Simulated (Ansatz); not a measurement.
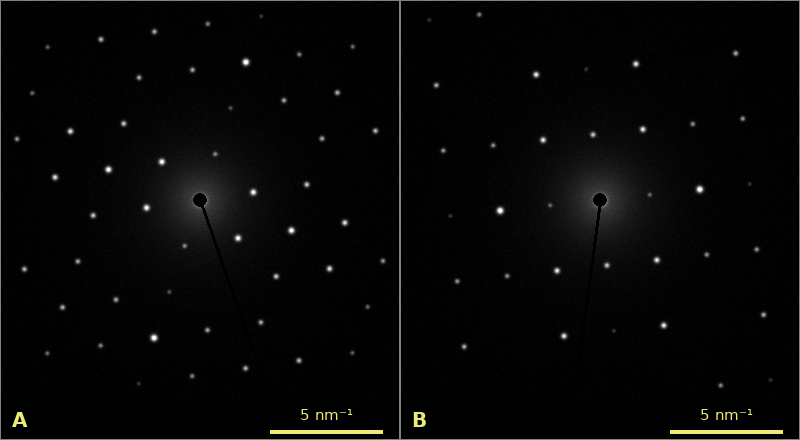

Kinematic electron diffraction patterns (120 kV, B = 0.5 Å², same scale, each along a low-index zone) of two structures of composition RbCl2, each relaxed at zero pressure with DFT PBE, scalar-relativistic, plane waves, PAW in Ansatz 0.2.0.

The structures (standard cells):
1. P6_3mc (No. 186), a = 5.298 Å, c = 9.341 Å (hexagonal axes), 6 atoms; generated start, possibly hypothetical
2. I4/mcm (No. 140), a = 6.762 Å, c = 8.856 Å, 12 atoms; generated start, possibly hypothetical

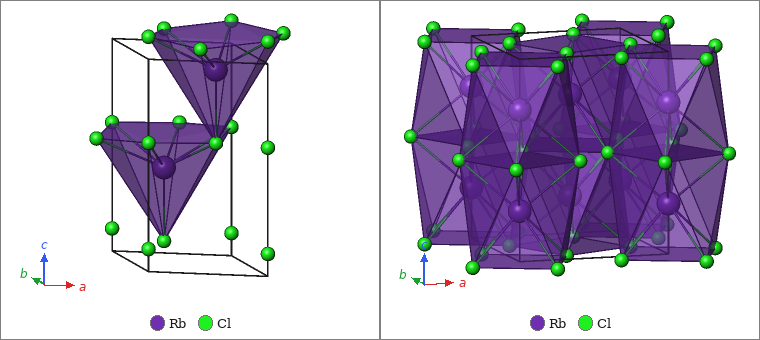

Drawings of the structures 1 to 2, from left to right (each may span several cells).

Which pattern belongs to which structure, and along which zone?

Answer. A is structure 1 along [101] or an equivalent direction: centred rectangular net of 0 1 0 at d = 4.59 Å and 1 0 -1 at d = 4.12 Å, 63.3° apart (some points of this net are extinct or too weak to see). B is structure 2 along [100] or an equivalent direction: rectangular net of 0 0 2 at d = 4.43 Å and 0 2 0 at d = 3.38 Å, 90.0° apart (some points of this net are extinct or too weak to see).

Rank the structures by their computed energy.

Answer. Structure 2 (I4/mcm, 33.75 Å³ an atom) is the lowest of these; structure 1 (P6_3mc, 37.85 Å³ an atom) lies about 47 meV an atom higher. These are static energies at 0 K; other structures, not shown, may lie lower still.
